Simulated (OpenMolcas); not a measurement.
# One shape, several levels: doublet CH3In+

Aim: a comparison of 6 runs (UHF/def2-SVPD, UM06-2X/def2-SVPD, UPBE0/def2-SVPD, USVWN5/def2-SVPD, UTPSS/def2-SVPD, ROMP2/def2-SVPD) of doublet CH3In+. 

The results are computed with OpenMolcas 26.06.

### Step 1. The system as given

The species is CH3In+ (5 atoms), meant as a doublet with charge +1. As SMILES of the parent species, `C[In]`. The shape is that of a PBE0-D4/def2-TZVP optimisation. That shape belongs to the parent species and isn't relaxed for this state.

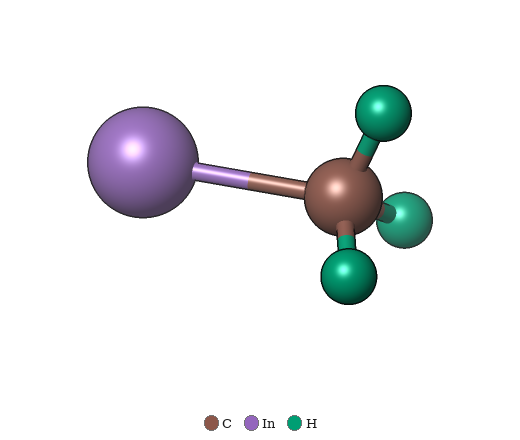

Viewed from a chosen angle; carbon brown, indium purple, hydrogen teal.

### Step 2. The energy at UHF/def2-SVPD (core potential) (run 1)

File job.input:

```
&gateway
 baslib=$CurrDir
 coord
 5
 angstrom
 C       -0.182770       0.073150      -0.070580
 In       1.772750      -0.709460       0.684610
 H       -0.972960      -0.040920       0.680150
 H       -0.502560      -0.460530      -0.972760
 H       -0.114460       1.137770      -0.321410
 basis=def2-SVPD
 group=NoSym

&seward

&scf
 uhf
 charge=1
 spin=2
 thresholds=1e-10 1e-07 1e-07 1e-05
 prorbitals=1
```

The basis set def2-SVPD is read from a file made from the Basis Set Exchange's data (not shown).

On the command line:

```bash
$ export MOLCAS_MEM=1860
$ pymolcas job.input > job.log
```

Standard output:

```text
--- Start Module: gateway ---
[...]
--- Stop Module: gateway /rc=_RC_ALL_IS_WELL_ ---
--- Start Module: seward ---
[...]
      Basis functions           76
--- Stop Module: seward /rc=_RC_ALL_IS_WELL_ ---
[...]
--- Start Module: scf ---
[...]
       Convergence after  21 Iterations
[...]
::    Total SCF energy                               -228.5478918149
[...]
      Total spin, S                                     0.5270585195
[...]
      Total electronic charge=   29.000000
      Total            charge=    1.000000
[...]
      Dipole Moment (debye):
      Origin of the operator (angstrom)=    1.5386   -0.6157    0.5942
                   X= -8.9325E-01               Y=  3.5748E-01               Z= -3.4496E-01           Total=  1.0221E+00
      Center of Charge (angstrom)
[...]
--- Stop Module: scf /rc=_RC_ALL_IS_WELL_ ---
[...]
```

Wall time 6.3 s (1 thread of Arm Neoverse V1, shared host); peak memory 0.43 GiB.

### Step 3. The energy at UM06-2X/def2-SVPD (core potential) (run 2)

File mol.inp:

```
* CH3In Kohn-Sham DFT

&gateway
 baslib
 $CurrDir
 coord
 5
 angstrom
 C       -0.182770       0.073150      -0.070580
 In       1.772750      -0.709460       0.684610
 H       -0.972960      -0.040920       0.680150
 H       -0.502560      -0.460530      -0.972760
 H       -0.114460       1.137770      -0.321410
 basis
 def2-SVPD
 group
 NoSym

&seward
 gridinput
 Grid=UltraFine
 End of Grid

&scf
 uhf
 charge
 1
 spin
 2
 ksdft
 M062X
 thresholds
 1e-10 1e-07 1e-07 1e-05
 prorbitals
 1
```

The basis set def2-SVPD is read from a file made from the Basis Set Exchange's data (not shown).

On the command line:

```bash
$ export MOLCAS_MEM=1860
$ pymolcas mol.inp > mol.log
```

Standard output:

```text
--- Start Module: gateway ---
[...]
--- Stop Module: gateway /rc=_RC_ALL_IS_WELL_ ---
--- Start Module: seward ---
[...]
      Basis functions           76
--- Stop Module: seward /rc=_RC_ALL_IS_WELL_ ---
[...]
--- Start Module: scf ---
[...]
       Convergence after  19 Iterations
[...]
::    Total KS-DFT energy                            -229.6358027009
[...]
      Total spin, S                                     0.5065037051
[...]
      Total electronic charge=   29.000000
      Total            charge=    1.000000
[...]
      Dipole Moment (debye):
      Origin of the operator (angstrom)=    1.5386   -0.6157    0.5942
                   X= -9.5942E-01               Y=  3.8396E-01               Z= -3.7053E-01           Total=  1.0978E+00
      Center of Charge (angstrom)
[...]
--- Stop Module: scf /rc=_RC_ALL_IS_WELL_ ---
[...]
```

Wall time 56 s (1 thread of Arm Neoverse V1, shared host); peak memory 0.43 GiB.

### Step 4. The energy at UPBE0/def2-SVPD (core potential) (run 3)

File test.input:

```
* CH3In Kohn-Sham DFT
>>> EXPORT MOLCAS_PRINT=2
&GATEWAY
BasLib = $CurrDir
Coord
5
bohr
C     -0.34538524     0.13823347    -0.13337687
In     3.35001199    -1.34068510     1.29372540
H     -1.83862793    -0.07732759     1.28529722
H     -0.94970076    -0.87027557    -1.83824998
H     -0.21629805     2.15007369    -0.60737687
Basis = def2-SVPD
Group = NoSym
&SEWARD
GridInput
Grid=UltraFine
End of Grid
&SCF
UHF
Charge = 1
Spin = 2
KSDFT = PBE0
Thresholds = 1e-10 1e-07 1e-07 1e-05
PrOrbitals = 1 2
```

The basis set def2-SVPD is read from a file made from the Basis Set Exchange's data (not shown).

On the command line:

```bash
$ export MOLCAS_MEM=1860
$ pymolcas test.input > test.log
```

Standard output:

```text
--- Start Module: gateway ---
[...]
--- Stop Module: gateway /rc=_RC_ALL_IS_WELL_ ---
--- Start Module: seward ---
[...]
      Basis functions           76
--- Stop Module: seward /rc=_RC_ALL_IS_WELL_ ---
[...]
--- Start Module: scf ---
[...]
       Convergence after  19 Iterations
[...]
::    Total KS-DFT energy                            -229.6775496907
[...]
      Total spin, S                                     0.5053219674
[...]
      Total electronic charge=   29.000000
      Total            charge=    1.000000
[...]
      Dipole Moment (debye):
      Origin of the operator (angstrom)=    1.5386   -0.6157    0.5942
                   X= -1.0461E+00               Y=  4.1864E-01               Z= -4.0398E-01           Total=  1.1970E+00
      Center of Charge (angstrom)
[...]
--- Stop Module: scf /rc=_RC_ALL_IS_WELL_ ---
[...]
```

It took 35 s on 1 thread of Arm Neoverse V1, shared host; peak memory 0.43 GiB.

Runs 4 to 5 aren't shown in full; the table further down has their settings and results.

### Step 5. A single-point energy at ROMP2/def2-SVPD (core potential) (run 6)

File job.inp:

```
&GATEWAY
  BasLib
  $CurrDir
  Coord
  5
  angstrom
  C       -0.182770       0.073150      -0.070580
  In       1.772750      -0.709460       0.684610
  H       -0.972960      -0.040920       0.680150
  H       -0.502560      -0.460530      -0.972760
  H       -0.114460       1.137770      -0.321410
  Basis
  def2-SVPD
  Group
  NoSym

&SEWARD

&SCF
  UHF
  Charge
  1
  Spin
  2
  Thresholds
  1e-10 1e-07 1e-07 1e-05
  PrOrbitals
  1 1

&RASSCF
  FileOrb
  $Project.UnaOrb
  Spin
  2
  Nactel
  1 0 0
  Inactive
  14
  Ras2
  1
  OutOrbitals
  Canonical
  OrbListing
  Few

&CASPT2
  IPEA
  0.0
  Frozen
  5
```

The basis set def2-SVPD is read from a file made from the Basis Set Exchange's data (not shown).

On the command line:

```bash
$ export MOLCAS_MEM=1860
$ pymolcas job.inp > job.log
```

Standard output:

```text
--- Start Module: gateway ---
[...]
--- Stop Module: gateway /rc=_RC_ALL_IS_WELL_ ---
[...]
      Basis functions           76
[...]
       Convergence after  21 Iterations
[...]
::    Total SCF energy                               -228.5478918149
[...]
      Total spin, S                                     0.5270585195
[...]
--- Start Module: rasscf ---
[...]
      Number of active orbitals                  1
[...]
      Spin quantum number                      0.5
[...]
      Active orbitals                            1
[...]
      Number of CSFs                             1
[...]
      Number of root(s) required                 1
[...]
      Convergence after 12 iterations
[...]
      printout of CI-coefficients larger than  0.05 for root  1
      energy=    -228.537363
      conf/sym  1     Coeff  Weight
             1  u   1.00000 1.00000
      Natural orbitals and occupation numbers for root  1
      sym 1:   1.000000
      ************************************************************************************************************************
      *                                                    Final results                                                     *
[...]
::    RASSCF root number  1 Total energy:   -228.53736338
[...]
      Total electronic charge=   29.000000
      Total            charge=    1.000000
[...]
      Dipole Moment (debye):
      Origin of the operator (angstrom)=    1.5386   -0.6157    0.5942
                   X= -6.9447E-01               Y=  2.7793E-01               Z= -2.6820E-01           Total=  7.9464E-01
      Center of Charge (angstrom)
[...]
--- Stop Module: rasscf /rc=_RC_ALL_IS_WELL_ ---
[...]
--- Start Module: caspt2 ---
[...]
 ###    WARNING: User changed nr of frozen orbitals.                         ###
 ###############################################################################
[...]
      E2 (Variational):          -0.2159285558
      Total energy:            -228.7532919408
[...]
      Reference weight:           0.91005
[...]
::    CASPT2 Root  1     Total energy:   -228.75329194
[...]
--- Stop Module: caspt2 /rc=_RC_ALL_IS_WELL_ ---
[...]
```

Wall time 10 s (1 thread of Arm Neoverse V1, shared host); peak memory 0.43 GiB.

### Step 6. The series

```
run                               level  integration grid  frozen core orbitals  energy (Eh)  HOMO energy (eV)  LUMO energy (eV)   ⟨S²⟩  wall time
  1      UHF/def2-SVPD (core potential)                 –                     –  -228.547892            -15.26             -5.66  0.805      6.3 s
  2  UM06-2X/def2-SVPD (core potential)         UltraFine                     –  -229.635803            -13.74             -8.98  0.763       56 s
  3    UPBE0/def2-SVPD (core potential)         UltraFine                     –  -229.677550            -12.82             -9.53  0.761       35 s
  4   USVWN5/def2-SVPD (core potential)         UltraFine                     –  -229.015560            -11.90            -10.93  0.752       23 s
  5    UTPSS/def2-SVPD (core potential)         UltraFine                     –  -229.663159            -11.84            -10.28  0.757       58 s
  6    ROMP2/def2-SVPD (core potential)                 –                     5  -228.753292                 –                 –      –       10 s
```

### Step 7. Summary of results

| quantity | value |
| --- | --- |
| run 6: total energy | -228.75329 Eh |

In words: Totals of different functionals can't be ranked against each other. All runs together took 3.1 min, the longest 58 s.
